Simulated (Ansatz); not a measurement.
**C₂HF₃O: basis-set convergence**

Aim: see how fast density functionals converge with the basis set for C₂HF₃O.

Computed with Ansatz 0.2.0, Gaussian basis. Level: one geometry, several basis sets.

Plan: PBE0-D4/def2-SVP; ωB97M-V/def2-SVP; PBE0-D4/def2-QZVPP; ωB97M-V/def2-QZVPP; the functionals' def2-TZVPP values are taken from earlier runs.

## (1) Structure used throughout

All runs share one geometry, relaxed beforehand with PBE0-D4 in a triple-zeta def2 set.

SMILES `OC(F)=C(F)F`, 7 atoms, charge 0, spin multiplicity 1.

Atoms are counted from 1 here; the program's logs count them from 0.

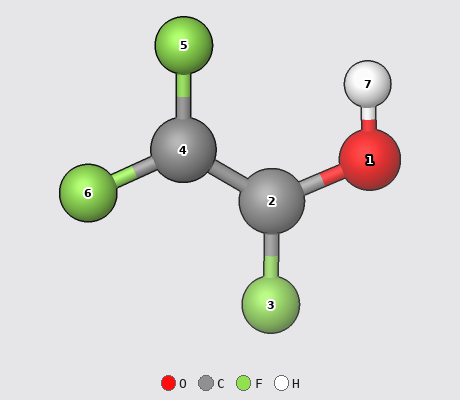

The geometry (oxygen red, carbon grey, fluorine green, hydrogen white); atoms are numbered from 1 in the order of the file.

## (2) PBE0-D4 in def2-SVP

Contents of in.yaml:

```yaml
crystal:
  periodic: [false, false, false]
  atoms:
    - {symbol: O, position_ang: [-0.172479, -0.975069, -1.206211]}
    - {symbol: C, position_ang: [0.114007, -0.586432, 0.040635]}
    - {symbol: F, position_ang: [0.485968, -1.598784, 0.793891]}
    - {symbol: C, position_ang: [0.053492, 0.642838, 0.525288]}
    - {symbol: F, position_ang: [-0.320901, 1.669762, -0.228583]}
    - {symbol: F, position_ang: [0.342207, 0.991087, 1.757522]}
    - {symbol: H, position_ang: [-0.440993, -0.211301, -1.728142]}
basis:
  gaussian: {orbitals: def2-SVP}
hamiltonian: {xc: pbe0, dispersion: d4}
output: {orbitals: {seedname: orbitals}}
```

Run with:

```bash
$ ansatz run in.yaml --threads 2 --pin off --events-out ev --progress --plain --max-ram 4352MiB
```

Output:

```text
Functional definition: PBE0
  name "PBE0"
  cite "Adamo & Barone, J. Chem. Phys. 110, 6158 (1999) doi:10.1063/1.478522"
  cite "Perdew, Burke & Ernzerhof, Phys. Rev. Lett. 77, 3865 (1996) doi:10.1103/PhysRevLett.77.3865"
  parent pbe
  parameter a = 0.25
  parameter kappa = 0.804
  parameter beta = 0.06672455060314922
  exchange = (1 - a)*pbe_x(kappa = kappa, mu = beta*pi^2/3) + a*exact_x
  correlation = pbe_c(beta = beta)
961 factors; their error is unknown
mean field evaluation 1: about -12262.0922 eV, gradient 4.0e1 eV
mean field evaluation 2: about -12260.0843 eV, gradient 5.2e1 eV
mean field evaluation 4: about -12264.6118 eV, gradient 2.2e0 eV
mean field evaluation 8: about -12264.6216 eV, gradient 2.2e-2 eV
mean field -12264.63452156 eV, -450.7170053995 hartree, gradient 8.6e-5 eV, S^2 0.000000; 0 other end points of the search recorded, 0 dependent functions left out
reference -12264.63453341 eV, -450.7170058348 hartree; 24, 24 occupied and 65, 65 virtual orbitals, 961 factors
Total energy: -12264.72558184 eV, -450.7203518029 hartree
```

Wall time 1.1 s (2 threads of Arm Neoverse V1, shared host).

## (3) ωB97M-V in def2-SVP

in.yaml: that of step 2 with these lines changed.

```diff
@@ -12,3 +12,3 @@
   gaussian: {orbitals: def2-SVP}
-hamiltonian: {xc: pbe0, dispersion: d4}
+hamiltonian: {xc: {name: wB97M-V}}
 output: {orbitals: {seedname: orbitals}}
```

Same command.

Output (excerpt; [...] marks lines left out):

```text
Functional definition: wB97M-V
  name "wB97M-V"
  cite "Mardirossian & Head-Gordon, J. Chem. Phys. 144, 214110 (2016) doi:10.1063/1.4952647"
  cite "Becke, J. Chem. Phys. 107, 8554 (1997) doi:10.1063/1.475007"
  cite "Vydrov & Van Voorhis, J. Chem. Phys. 133, 244103 (2010) doi:10.1063/1.3521275"
  # Of w^i u^j: cxij and so on, Table III.
[...]
  gx(w, u) = 1 - cx + cx01*u + cx10*w
  gss(w, u) = css00 + css04*u^4 + css10*w + css20*w^2 + css43*w^4*u^3
  gos(w, u) = cos00 + cos10*w + (cos20 + cos21*u)*w^2 + (cos60 + cos61*u)*w^6
[...]
      + integral(e_c_pw_mod_opposite_spin*gos(b97_w_opposite, b97_u_opposite)) + vv10(b, c)
961 factors; their error is unknown
168 factors; integrals over basis functions are off by at most 8.3e-6 eV
[...]
mean field -12273.52546052 eV, -451.0437413796 hartree, gradient 1.5e-5 eV, S^2 0.000000; 0 other end points of the search recorded, 0 dependent functions left out
reference -12273.52548138 eV, -451.0437421465 hartree; 24, 24 occupied and 65, 65 virtual orbitals, 961 factors
Total energy: -12273.52548138 eV, -451.0437421465 hartree
```

Run time: 4.5 s. Hardware: 2 threads of Arm Neoverse V1, shared host.

## (4) PBE0-D4 in def2-QZVPP

in.yaml: that of step 3 with these lines changed.

```diff
@@ -11,4 +11,4 @@
 basis:
-  gaussian: {orbitals: def2-SVP}
-hamiltonian: {xc: {name: wB97M-V}}
+  gaussian: {orbitals: "def2-QZVPP.json"}
+hamiltonian: {xc: pbe0, dispersion: d4}
 output: {orbitals: {seedname: orbitals}}
```

The command is unchanged.

Output:

```text
Functional definition: PBE0
  name "PBE0"
  cite "Adamo & Barone, J. Chem. Phys. 110, 6158 (1999) doi:10.1063/1.478522"
  cite "Perdew, Burke & Ernzerhof, Phys. Rev. Lett. 77, 3865 (1996) doi:10.1103/PhysRevLett.77.3865"
  parent pbe
  parameter a = 0.25
  parameter kappa = 0.804
  parameter beta = 0.06672455060314922
  exchange = (1 - a)*pbe_x(kappa = kappa, mu = beta*pi^2/3) + a*exact_x
  correlation = pbe_c(beta = beta)
1139 factors; their error is unknown
mean field evaluation 1: about -12276.7493 eV, gradient 4.8e1 eV
mean field evaluation 2: about -12274.1674 eV, gradient 6.2e1 eV
mean field evaluation 4: about -12280.0522 eV, gradient 2.6e0 eV
mean field evaluation 8: about -12280.0634 eV, gradient 3.7e-2 eV
mean field evaluation 16: about -12280.0721 eV, gradient 4.8e-5 eV
mean field -12280.07207030 eV, -451.2843248516 hartree, gradient 4.8e-5 eV, S^2 0.000000; 0 other end points of the search recorded, 0 dependent functions left out
reference -12280.07209486 eV, -451.2843257542 hartree; 24, 24 occupied and 348, 348 virtual orbitals, 1139 factors
Total energy: -12280.16314329 eV, -451.2876717223 hartree
```

Run time: 8 s. Hardware: 2 threads of Arm Neoverse V1, shared host; peak memory 0.93 GiB.

## (5) ωB97M-V in def2-QZVPP

in.yaml: that of step 4 with these lines changed.

```diff
@@ -12,3 +12,3 @@
   gaussian: {orbitals: "def2-QZVPP.json"}
-hamiltonian: {xc: pbe0, dispersion: d4}
+hamiltonian: {xc: {name: wB97M-V}}
 output: {orbitals: {seedname: orbitals}}
```

Same command.

Output (excerpt; [...] marks lines left out):

```text
Functional definition: wB97M-V
  name "wB97M-V"
  cite "Mardirossian & Head-Gordon, J. Chem. Phys. 144, 214110 (2016) doi:10.1063/1.4952647"
  cite "Becke, J. Chem. Phys. 107, 8554 (1997) doi:10.1063/1.475007"
  cite "Vydrov & Van Voorhis, J. Chem. Phys. 133, 244103 (2010) doi:10.1063/1.3521275"
  # Of w^i u^j: cxij and so on, Table III.
[...]
  gx(w, u) = 1 - cx + cx01*u + cx10*w
  gss(w, u) = css00 + css04*u^4 + css10*w + css20*w^2 + css43*w^4*u^3
  gos(w, u) = cos00 + cos10*w + (cos20 + cos21*u)*w^2 + (cos60 + cos61*u)*w^6
[...]
      + integral(e_c_pw_mod_opposite_spin*gos(b97_w_opposite, b97_u_opposite)) + vv10(b, c)
1139 factors; their error is unknown
224 factors; integrals over basis functions are off by at most 9.3e-6 eV
[...]
mean field -12289.23542489 eV, -451.6210719218 hartree, gradient 3.0e-5 eV, S^2 0.000000; 0 other end points of the search recorded, 0 dependent functions left out
reference -12289.23546477 eV, -451.6210733872 hartree; 24, 24 occupied and 348, 348 virtual orbitals, 1139 factors
Total energy: -12289.23546477 eV, -451.6210733872 hartree
```

Run time: 20 s. Hardware: 2 threads of Arm Neoverse V1, shared host; peak memory 1.1 GiB.

## (6) Functionals by basis

The def2-TZVPP values come from earlier runs at the same geometry.

```
functional       basis  functions  energy (eV)  from the largest (eV)  HOMO (eV)  LUMO (eV)
   PBE0-D4    def2-SVP         89  -12264.7256                 15.438      -6.69       1.39
   PBE0-D4  def2-TZVPP        200  -12279.5219                  0.641      -6.83       0.66
   PBE0-D4  def2-QZVPP        372  -12280.1631                  0.000      -6.90       0.29
   ωB97M-V    def2-SVP         89  -12273.5255                 15.710      -8.94       3.11
   ωB97M-V  def2-TZVPP        200  -12288.6289                  0.607      -9.11       2.17
   ωB97M-V  def2-QZVPP        372  -12289.2355                  0.000      -9.18       1.55
```

## (7) Summary of results

| quantity | value |
| --- | --- |
| PBE0-D4: double and triple zeta above quadruple | 15.44, 0.64 eV |
| ωB97M-V: double and triple zeta above quadruple | 15.71, 0.61 eV |

In words: For PBE0-D4 the step from double to triple zeta gains 14.80 eV and the next only 0.64 eV. These are total energies; as a rule much of such shifts cancels in differences, which this series doesn't test. The LUMO of ωB97M-V is positive and keeps falling with the basis (3.11 to 1.55 eV): an unbound level that the basis holds in place.

For PBE0-D4 the largest set took about 7 times as long as the smallest (8 s against 1.1 s).
